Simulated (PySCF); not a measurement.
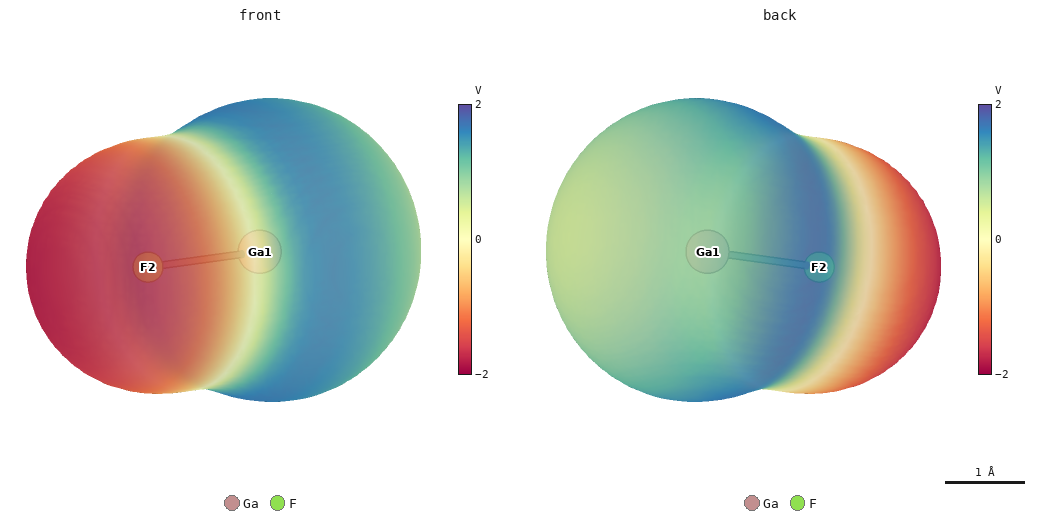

Figure. GaF. The molecular electrostatic potential painted on the density surface at 0.002 e/bohr³, seen from the front and from behind; the colour scale runs from red (negative) to blue (positive).

The calculation used PBE0/pcseg-1, non-relativistic, at a bond length of 1.817 Å (PySCF).

Q: Where is the surface potential most negative and most positive?

A: The most negative region (about −1.8 V) lies over F2, the most positive (about +1.7 V) over Ga1.
